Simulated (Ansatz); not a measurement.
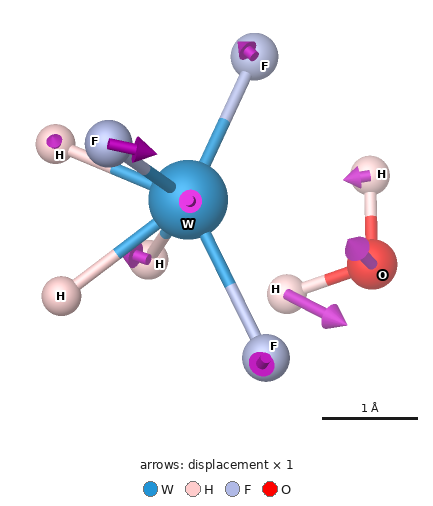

This is a relaxation of WH5OF3. The starting structure is drawn; purple arrows show the displacements, at their true length. The two geometries are superimposed by the best rigid fit.

Style: ball-and-stick. Shown from a free direction.

The run prepares an end point of a later path (reaction) calculation, from a guessed geometry.

These are results of RKS PBE-D4/def2-SVP (Ansatz 0.2.0), not measurements. Settings: no spin polarisation; force threshold 0.03 eV/Å; at most 50 steps.

Question: What did the optimiser do to the structure, and how much energy did it gain?

Answer: Over 12 accepted moves (14 points after the start) the energy falls by 0.616 eV. The largest force component goes from 0.62 to 0.026 eV/Å. The line search rejected the trial steps at points 7, 11 of the run. The largest move after the best rigid fit is that of an H atom, 0.84 Å. By element the largest moves are H 0.84 Å, O 0.63 Å, F 0.54 Å, W 0.31 Å. Some distances before and after: O–W 3.124 → 2.270 Å, H–W 3.268 → 2.793 Å, H–W 3.008 → 2.808 Å, F–W 1.887 → 1.922 Å. New bonds form, among them: O–W (3.12 → 2.27 Å). Among the angles between lasting bonds that change: F–W–F 129.0° → 143.5°, F–W–F 108.6° → 100.3°, H–O–H 101.4° → 107.9°. The run took 41 s on 2 threads of Arm Neoverse V1, on a shared host, peak memory 0.15 GiB.
